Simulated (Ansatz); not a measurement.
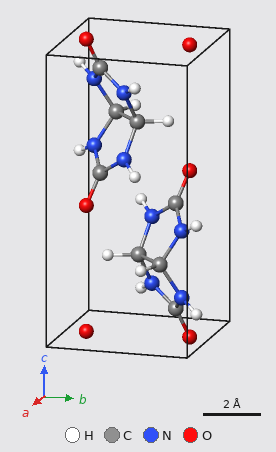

Crystalline H₃C₂N₂O (set up in Cmcm), before the relaxation. A ball-and-stick model of the cell of the calculation, seen slightly off an axis.

Case: relaxed again at another level of theory.

These are results of DFT r2SCAN+D3(BJ), scalar-relativistic, plane waves, PAW in Ansatz, not measurements.

Input file:
```yaml
crystal:
  lattice:
    - [3.6664336489, -3.6795234766, 0.0]
    - [3.6664336489, 3.6795234766, 0.0]
    - [0.0, 0.0, 10.6987508744]
  atoms:
    - { symbol: H, position: [0.9489646098, 0.6134493911, 0.5984342685] }
    - { symbol: H, position: [0.0510353902, 0.3865506089, 0.0984342685] }
    - { symbol: H, position: [0.6134493911, 0.9489646098, 0.4015657315] }
    - { symbol: H, position: [0.3865506089, 0.0510353902, 0.9015657315] }
    - { symbol: H, position: [0.0510353902, 0.3865506089, 0.4015657315] }
    - { symbol: H, position: [0.9489646098, 0.6134493911, 0.9015657315] }
    - { symbol: H, position: [0.3865506089, 0.0510353902, 0.5984342685] }
    - { symbol: H, position: [0.6134493911, 0.9489646098, 0.0984342685] }
    - { symbol: H, position: [0.5931497675, 0.7430559297, 0.75] }
    - { symbol: H, position: [0.4068502325, 0.2569440703, 0.25] }
    - { symbol: H, position: [0.7430559297, 0.5931497675, 0.25] }
    - { symbol: H, position: [0.2569440703, 0.4068502325, 0.75] }
    - { symbol: C, position: [0.6684022915, 0.5461561169, 0.75] }
    - { symbol: C, position: [0.3315977085, 0.4538438831, 0.25] }
    - { symbol: C, position: [0.5461561169, 0.6684022915, 0.25] }
    - { symbol: C, position: [0.4538438831, 0.3315977085, 0.75] }
    - { symbol: C, position: [0.7056835887, 0.2943164113, 0.5702398964] }
    - { symbol: C, position: [0.2943164113, 0.7056835887, 0.0702398964] }
    - { symbol: C, position: [0.2943164113, 0.7056835887, 0.4297601036] }
    - { symbol: C, position: [0.7056835887, 0.2943164113, 0.9297601036] }
    - { symbol: "N", position: [0.808763234, 0.4940858622, 0.6358292765] }
    - { symbol: "N", position: [0.191236766, 0.5059141378, 0.1358292765] }
    - { symbol: "N", position: [0.4940858622, 0.808763234, 0.3641707235] }
    - { symbol: "N", position: [0.5059141378, 0.191236766, 0.8641707235] }
    - { symbol: "N", position: [0.191236766, 0.5059141378, 0.3641707235] }
    - { symbol: "N", position: [0.808763234, 0.4940858622, 0.8641707235] }
    - { symbol: "N", position: [0.5059141378, 0.191236766, 0.6358292765] }
    - { symbol: "N", position: [0.4940858622, 0.808763234, 0.1358292765] }
    - { symbol: O, position: [0.7819321089, 0.2180678911, 0.4653437985] }
    - { symbol: O, position: [0.2180678911, 0.7819321089, 0.9653437985] }
    - { symbol: O, position: [0.2180678911, 0.7819321089, 0.5346562015] }
    - { symbol: O, position: [0.7819321089, 0.2180678911, 0.0346562015] }
basis:
  ecutwfc: 500
kpoints:
  mp_grid: { grid: [4, 4, 2] }
hamiltonian:
  xc: r2scan
  dispersion: d3bj
scf:
  occupations: { method: gaussian, width: 0.02 }
output:
  forces: true
  stress: true
  eigenvalues: true
relax:
  adjacent_minimum: "off"
  f_tol: 0.02
  max_steps: 50
  cell: { stress_tol: 0.03 }
```

Command:
```bash
ansatz run input.yaml --threads 8 --pin off --max-ram 16384MiB --backend cpu --events-out ev --progress --plain --runs-dir out
```

**Where does the relaxation end?**

After 7 accepted moves (8 points after the start) the energy has fallen by 2.3 meV per atom. The largest force component goes from 0.55 to 0.0087 eV/Å. The pressure goes from −2.78 to 0.01 GPa. The SCF was repeated once at an unchanged geometry on a basis and grid sized afresh for the cell, which shifted the energy by 0.2 meV per atom at most. The largest moves relative to the cell, 0.093 Å, are those of H9, H10, H11 and H12. H11 goes along [2 −3 0]. By element the largest moves are H 0.093 Å, C 0.065 Å, N 0.045 Å, O 0.032 Å. The drawn cell changes as follows: a = b 5.194 → 5.124 Å (−1.3 %), c 10.699 → 10.560 Å (−1.3 %), γ 90.2° → 87.8°; the volume changes by −4.0 %. Near-neighbour distances that change, for instance: H1–N21 1.035 → 1.024 Å, C17–O29 1.255 → 1.244 Å, H10–C14 1.096 → 1.088 Å, C13–C16 1.573 → 1.565 Å. The space group stays Cmcm (No. 63).

Step by step:

```csv
step,"E − E(0), meV/atom","largest force component, eV/Å","pressure, GPa","volume, Å³/atom",note
0,0.00,0.5493,-2.78,9.021,
1,-2.08,0.1387,-0.81,8.747,
2,-2.48,0.0769,0.31,8.599,
3,-2.51,0.0734,0.06,8.658,
4,-2.52,0.0301,-0.01,8.670,
5,-2.53,0.0079,0.00,8.664,
6,-2.53,0.0094,0.00,8.663,
7,-2.53,0.0086,0.00,8.659,
8,-2.34,0.0087,0.01,8.659,"same geometry, new basis"
```

After the run, drawn alike:

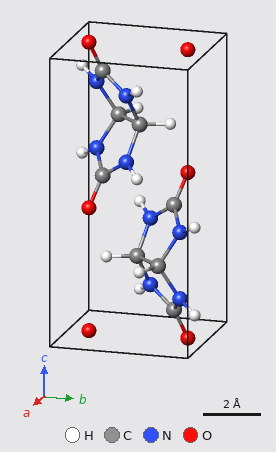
